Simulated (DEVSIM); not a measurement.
Structure: Cr/La2O3/p-Ge capacitor, at 500 K.

```tsv
layer (left to right)	material	thickness (nm)	Na (cm⁻³)
1	La2O3	5.00	-
2	Ge	18000	1.1e15
```

Metal gate on the left, work function 4.5 eV. Fixed charge at the semiconductor interface 0 cm⁻² (in units of +e); no interface traps.

Constants are typed, rounded textbook-type inputs, not results; the design itself was drawn at random and stands for no fabricated device. Values at 300 K; Nc and Nv go as T^1.5, mobilities as T to minus their exponent, the gap by Varshni's rule with the affinity fixed.

| parameter | La2O3 | Ge |
|---|---|---|
| gap (eV) | 5.8 | 0.664 |
| affinity (eV) | 1.8 | 4 |
| permittivity | 27 | 16 |
| Nc (cm⁻³) | - | 1.04e19 |
| Nv (cm⁻³) | - | 6e18 |
| Varshni α (eV/K) | - | 0.000477 |
| Varshni β (K) | - | 235 |

Model (solved in DEVSIM): 1D Poisson equation in equilibrium, Boltzmann statistics, complete ionisation; no quantum confinement or tunnelling. Metal contacts follow the ideal Schottky-Mott rule: no Fermi-level pinning, no interface dipoles.

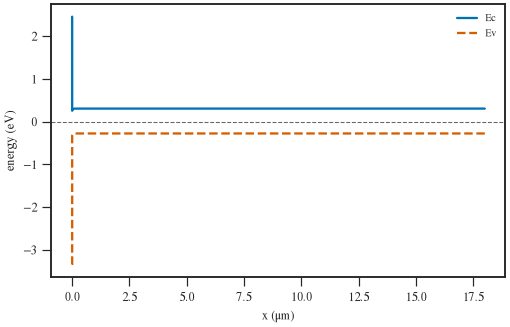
*Band edges at 0.25 V on the gate*

Energies count from the Fermi level of the right contact; mesh points crowd at the junctions.

| x (μm) | Ec (eV) | Ev (eV) | n (cm⁻³) | p (cm⁻³) | field (V/cm) |
|---|---|---|---|---|---|
| 0.000 | 2.450 | -3.350 | < 1e2 | < 1e2 | 9900 |
| 0.001374 | 2.451 | -3.349 | < 1e2 | < 1e2 | 9900 |
| 0.003340 | 2.453 | -3.347 | < 1e2 | < 1e2 | 9900 |
| 0.004780 | 2.455 | -3.345 | < 1e2 | < 1e2 | 9900 |
| 0.007047 | 0.258 | -0.324 | 5.6e16 | 7.0e15 | 15000 |
| 0.01185 | 0.265 | -0.317 | 4.8e16 | 8.2e15 | 13000 |
| 0.02384 | 0.278 | -0.304 | 3.6e16 | 1.1e16 | 8600 |
| 0.06936 | 0.298 | -0.284 | 2.2e16 | 1.8e16 | 1900 |
| 0.1675 | 0.304 | -0.278 | 1.9e16 | 2.0e16 | 82 |
| 0.4124 | 0.304 | -0.278 | 1.9e16 | 2.0e16 | ≈ 0 |
| 1.024 | 0.304 | -0.278 | 1.9e16 | 2.0e16 | ≈ 0 |
| 3.346 | 0.304 | -0.278 | 1.9e16 | 2.0e16 | ≈ 0 |
| 8.350 | 0.304 | -0.278 | 1.9e16 | 2.0e16 | ≈ 0 |
| 14.02 | 0.304 | -0.278 | 1.9e16 | 2.0e16 | ≈ 0 |
| 16.83 | 0.304 | -0.278 | 1.9e16 | 2.0e16 | ≈ 0 |
| 17.52 | 0.304 | -0.278 | 1.9e16 | 2.0e16 | ≈ 0 |
| 17.81 | 0.304 | -0.278 | 1.9e16 | 2.0e16 | ≈ 0 |
| 17.93 | 0.304 | -0.278 | 1.9e16 | 2.0e16 | ≈ 0 |
| 17.98 | 0.304 | -0.278 | 1.9e16 | 2.0e16 | ≈ 0 |
| 18.00 | 0.304 | -0.278 | 1.9e16 | 2.0e16 | ≈ 0 |
| 18.00 | 0.304 | -0.278 | 1.9e16 | 2.0e16 | ≈ 0 |
| 18.00 | 0.304 | -0.278 | 1.9e16 | 2.0e16 | ≈ 0 |
